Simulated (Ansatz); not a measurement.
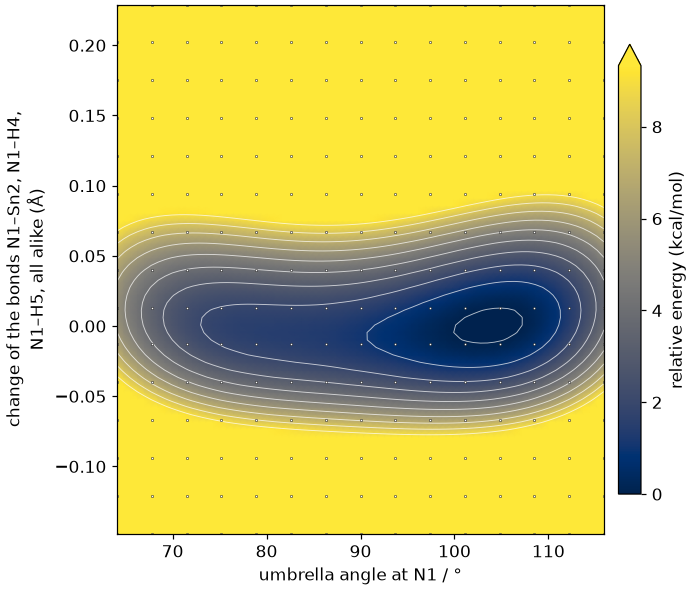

FH3NSn, SMILES [NH2][SnH][F], spin multiplicity 2. Coordinates scanned: (1) umbrella angle at N1 (between each of its bonds and their common axis; 90 is planar); (2) change of the bonds N1–Sn2, N1–H4, N1–H5, all alike. Nothing is relaxed (all other coordinates rigid). The scan uses a 15 × 15 grid. Points are written as (first, second). All energies are given in kcal/mol relative to the lowest grid point. Level of theory: UHF/def2-SVP in Ansatz.

Drawn: a smooth colour map with a few white contour lines, dots at the grid points, one colour for all values above the top of the scale. Between grid points the surface is interpolated.

> Estimate the position of the minimum and the force constants in these coordinates.

The interpolated minimum is at the first coordinate ≈ 103.9°, the second coordinate ≈ 0.000 Å. The curvatures there are about 4.9 eV/rad² and 120 eV/Å², with a cross term of about −6.4 eV/(rad·Å). Round the minimum the valley is somewhat tilted: raising the first coordinate shifts the best value of the second coordinate upwards (coupling k₁₂/√(k₁₁k₂₂) about −0.3). (1 eV is 23.1 kcal/mol.)
